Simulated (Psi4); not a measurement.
# C2H2FSi (SMILES C#C[SiH]F) at UBHLYP/def2-SVPD

What is the vertical doublet–quartet gap of C2H2FSi at UBHLYP/def2-SVPD? 

Program for the calculation: Psi4 1.11.

1 further run of the same task is left out (set aside as unsound or not needed).

### Step 1. The system as given

C2H2FSi: 6 atoms, total charge 0, spin state doublet. SMILES: `C#C[SiH]F`. The shape is that of a PBE0-D4/def2-TZVP optimisation.

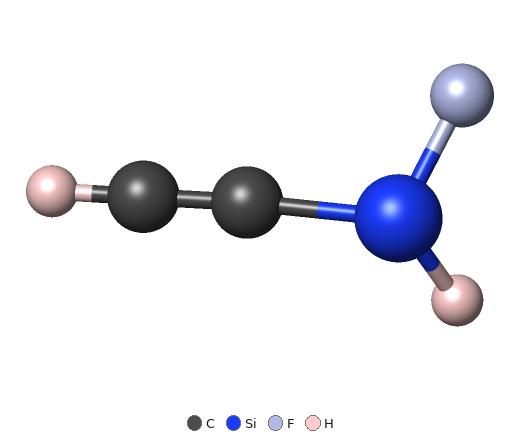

Viewed from a chosen angle; carbon dark grey, silicon blue, fluorine light blue, hydrogen pink.

### Step 2. A single-point energy at UBHLYP/def2-SVPD

c2h2fsi.dat reads:

```
memory 1600 MB

molecule molecule1 {
  0 2
  C      0.118100    -0.680000    -1.605700
  C      0.120400    -0.213700    -0.490100
  Si     0.338300     0.466700     1.168800
  F     -0.478000    -0.412300     2.226800
  H      0.100300    -1.089200    -2.590300
  H     -0.157100     1.864400     1.244300
  symmetry c1
  no_reorient
  no_com
}

set {
  basis def2-SVPD
  reference uks
  puream true
  e_convergence 1e-09
  d_convergence 1e-08
  scf_type pk
  dft_radial_points 99
  dft_spherical_points 590
  maxiter 200
}

result, w = energy('bhhlyp', return_wfn=True)
oeprop(w, 'LOWDIN_CHARGES', 'MULLIKEN_CHARGES', 'MAYER_INDICES')
```

Command:

```sh
psi4 -i c2h2fsi.dat -o c2h2fsi.out -n 1
```

c2h2fsi.out:

```text
[...]
  Running in c1 symmetry.
[...]
  Nuclear repulsion =  130.576000701221858
[...]
  Multiplicity = 2
[...]
  Nalpha       = 19
  Nbeta        = 18
[...]
    Number of basis functions: 103
[...]
   @UKS iter   1:  -466.20066928565052   -6.33495e-01   5.56614e-03 DIIS/ADIIS
[...]
   @UKS iter  17:  -466.38937478059984   -7.10543e-12   6.35579e-09 DIIS
[...]
   @S^2 Observed:                7.576353563E-01
[...]
    Orbital Energies [Eh]
    ---------------------
    Alpha Occupied:
       1A    -67.206388     2A    -25.315875     3A    -10.629724
       4A    -10.602906     5A     -5.675256     6A     -3.945845
       7A     -3.942294     8A     -3.939484     9A     -1.338749
      10A     -0.874500    11A     -0.684701    12A     -0.629862
      13A     -0.567275    14A     -0.554076    15A     -0.544018
      16A     -0.453851    17A     -0.379857    18A     -0.365911
      19A     -0.274408
    Alpha Virtual:
      20A      0.001894    21A      0.031683    22A      0.045161
      23A      0.070943    24A      0.076320    25A      0.092668
[...]
  @UKS Final Energy:  -466.38937478059984
   => Energetics <=
    Nuclear Repulsion Energy =            130.5760007012218580
    One-Electron Energy =                -902.6041834163713702
    Two-Electron Energy =                 327.7500565592982866
    DFT Exchange-Correlation Energy =     -22.1112486247485336
    Empirical Dispersion Energy =           0.0000000000000000
    VV10 Nonlocal Energy =                  0.0000000000000000
    Total Energy =                       -466.3893747805998373
[...]
 Multipole Moments:
 ------------------------------------------------------------------------------------
     Multipole            Electronic (a.u.)      Nuclear  (a.u.)        Total (a.u.)
 ------------------------------------------------------------------------------------
 L = 1.  Multiply by 2.5417464519 to convert [e a0] to [Debye]
 Dipole X            :         -3.1484366            3.4173807            0.2689441
 Dipole Y            :          3.5102640           -3.3332879            0.1769761
 Dipole Z            :        -43.1498195           42.4878463           -0.6619731
 Magnitude           :                                                    0.7361114
[...]
  Mulliken Charges: (a.u.)
   Center  Symbol    Alpha    Beta     Spin     Total
       1     C     3.38826  3.17834  0.20991 -0.56660
       2     C     2.58611  2.70423 -0.11812  0.70965
       3    SI     7.09655  6.26184  0.83472  0.64161
       4     F     4.84375  4.82430  0.01945 -0.66806
       5     H     0.54899  0.55430 -0.00531 -0.10329
       6     H     0.53633  0.47698  0.05935 -0.01331
   Total alpha = 19.00000, Total beta = 18.00000, Total charge = -0.00000
  Lowdin Charges: (a.u.)
   Center  Symbol    Alpha    Beta     Spin     Total
[...]
```

Run time: 30 s. Hardware: 1 thread of Intel Xeon Platinum 8488C (Sapphire Rapids), shared host; peak memory 0.65 GiB.

### Step 3. The quartet: energy and gradient at UBHLYP/def2-SVPD

calc.dat reads:

```
memory 1600 mb

molecule geom {
  0 4
  C      0.22317666    -1.28501376    -3.03433324
  C      0.22752303    -0.40383447    -0.92615477
  Si     0.63929435     0.88193518     2.20871189
  F     -0.90328909    -0.77913408     4.20804213
  H      0.18953953    -2.05828969    -4.89495758
  H     -0.29687597     3.52320539     2.35138622
  units bohr
  symmetry c1
}

set basis def2-SVPD
set reference uks
set puream true
set e_convergence 1e-09
set d_convergence 1e-08
set scf_type pk
set dft_radial_points 99
set dft_spherical_points 590
set maxiter 200

e_tot, wfn = gradient("bhhlyp", return_wfn=True)
print_variables()
```

Command:

```sh
psi4 calc.dat calc.out -n 1
```

calc.out (excerpt; [...] marks lines left out):

```text
[...]
  Running in c1 symmetry.
[...]
  Nuclear repulsion =  130.576000817599208
[...]
  Multiplicity = 4
[...]
  Nalpha       = 20
  Nbeta        = 17
[...]
    Number of basis functions: 103
[...]
   @UKS iter   1:  -465.80927515778455   -2.42101e-01   6.99665e-03 DIIS/ADIIS
[...]
   @UKS iter  25:  -466.20845958918386   -2.07478e-11   6.95194e-09 DIIS
[...]
   @S^2 Observed:                3.763305439E+00
[...]
  @UKS Final Energy:  -466.20845958918386
   => Energetics <=
    Nuclear Repulsion Energy =            130.5760008175992084
    One-Electron Energy =                -902.3288210714820252
    Two-Electron Energy =                 327.6679434403342839
    DFT Exchange-Correlation Energy =     -22.1235827756352741
    Empirical Dispersion Energy =           0.0000000000000000
    VV10 Nonlocal Energy =                  0.0000000000000000
    Total Energy =                       -466.2084595891838603
[...]
 Multipole Moments:
 ------------------------------------------------------------------------------------
     Multipole            Electronic (a.u.)      Nuclear  (a.u.)        Total (a.u.)
 ------------------------------------------------------------------------------------
 L = 1.  Multiply by 2.5417464519 to convert [e a0] to [Debye]
 Dipole X            :         -0.1222869            0.3634083            0.2411214
 Dipole Y            :         -1.1093590            1.1874886            0.0781295
 Dipole Z            :          3.0629147           -3.9704923           -0.9075776
 Magnitude           :                                                    0.9423061
[...]
  -Total Gradient:
     Atom            X                  Y                   Z
    ------   -----------------  -----------------  -----------------
       1        0.002896360842     0.084233742043     0.202914767166
       2       -0.006565858991    -0.087365408270    -0.205328305821
       3       -0.011701544347    -0.010240531066     0.027500980162
       4        0.014453468638     0.011233460885    -0.020787911747
       5       -0.000151761491    -0.000113859811    -0.001501884546
       6        0.001094626643     0.002253386550    -0.002804599255
[...]
```

Run time: 48 s. Hardware: 1 thread of Intel Xeon Platinum 8488C (Sapphire Rapids), shared host; peak memory 0.66 GiB.

### Step 4. What came out

At UBHLYP/def2-SVPD:

```
                                        quantity          value
                           doublet: total energy  -466.38937 Eh
                          doublet: dipole moment         1.87 D
     doublet: HOMO energy (highest over α and β)       -7.47 eV
      doublet: LUMO energy (lowest over α and β)       -1.97 eV
                                   doublet: ⟨S²⟩          0.758
                           quartet: total energy  -466.20846 Eh
                          quartet: dipole moment         2.40 D
     quartet: HOMO energy (highest over α and β)       -4.91 eV
      quartet: LUMO energy (lowest over α and β)       -4.27 eV
                                   quartet: ⟨S²⟩          3.763
               quartet: largest force on an atom    11.479 eV/Å
vertical energy of the quartet above the doublet       4.923 eV
```

**Reading.** At this shape the quartet lies 4.92 eV (475 kJ/mol) above the doublet.
